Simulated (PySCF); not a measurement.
Consider O$_{4}$Re (charge −1).

| atom | x (Å) | y (Å) | z (Å) |
| --- | --- | --- | --- |
| Re | 0.0051 | -0.0003 | -0.0158 |
| O | 0.0219 | 0.0054 | 1.7149 |
| O | 1.6313 | -0.0045 | -0.6070 |
| O | -0.8135 | 1.4126 | -0.5900 |
| O | -0.8173 | -1.4148 | -0.5807 |

Geometry: PBE0-D3(BJ)/ma-def2-SVP; core potentials replace the inner electrons of Re.

Method: DFT single point, gas phase, functional BP86 in PySCF.

Q: Predict the electron density and electron localisation function between the atoms.

A: Re–O (1.73 Å): ρ at the midpoint is about 1.7 e/Å³; the ELF peaks at about 0.80 in the valence shell of O, 0.5 Å from its nucleus, and drops to about 0.35 between the two atoms.

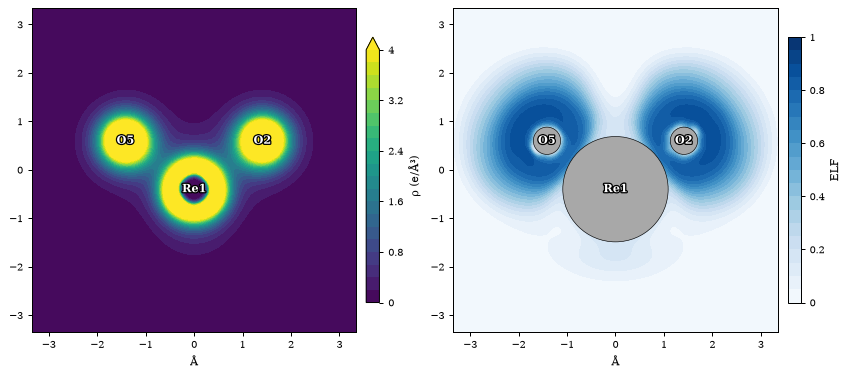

Computed electron density and electron localisation function on the plane of atoms O2, Re1 and O5, in this order. Grey discs cover the atomic cores in the ELF map. 
